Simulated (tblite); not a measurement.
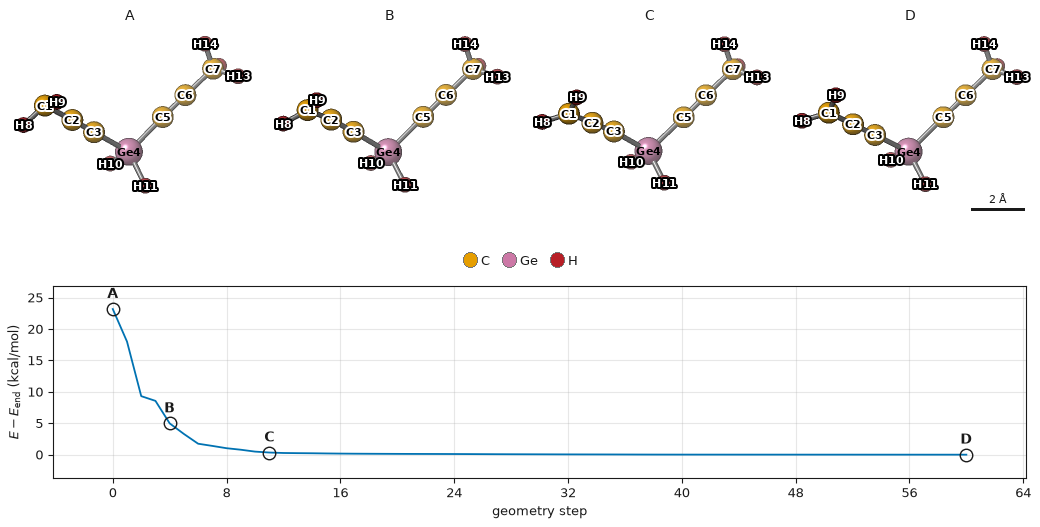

Frames of a relaxation of C6H7Ge (multiplicity 2), marked on the history of the run. Style: ball-and-stick. Shown at a tilt.

These are results of GFN2-xTB geometry optimisation, gas phase in tblite, not measurements. 

Q: What happens along the run?

A: The atom that moves furthest after the best rigid fit is a C atom (0.33 Å). By element the largest moves are C 0.33 Å, H 0.28 Å, Ge 0.02 Å. Near-neighbour distances that change, for instance: C–C 1.492 → 1.345 Å, Ge–H 1.570 → 1.500 Å, C–H 1.118 → 1.076 Å, C–C 1.196 → 1.233 Å. Among the angles between lasting bonds that change: H–C–H 103.7° → 118.4°, C–C–H 107.7° → 120.9°, C–C–H 111.6° → 120.7°. After 60 geometry steps the energy has fallen by 23.2 kcal/mol. The run took 0.52 s on 1 thread of Arm Neoverse N1 (shared host). From step 0 to 4: a C atom moves most (0.21 Å), energy −18.2 kcal/mol. From step 4 to 11: a C atom moves most (0.17 Å), energy −4.64 kcal/mol. From step 11 to 60: a C atom moves most (0.17 Å), energy −0.34 kcal/mol.

```tsv
step	E − E(0), kcal/mol
0	0.00
1	-5.18
2	-13.86
3	-14.62
4	-18.20
5	-19.88
6	-21.43
7	-21.78
8	-22.15
9	-22.39
10	-22.69
13	-22.93
15	-22.98
18	-23.03
21	-23.06
23	-23.07
26	-23.09
28	-23.11
31	-23.13
34	-23.14
36	-23.15
39	-23.16
42	-23.17
44	-23.17
47	-23.17
49	-23.17
52	-23.17
55	-23.17
57	-23.18
60	-23.18
```
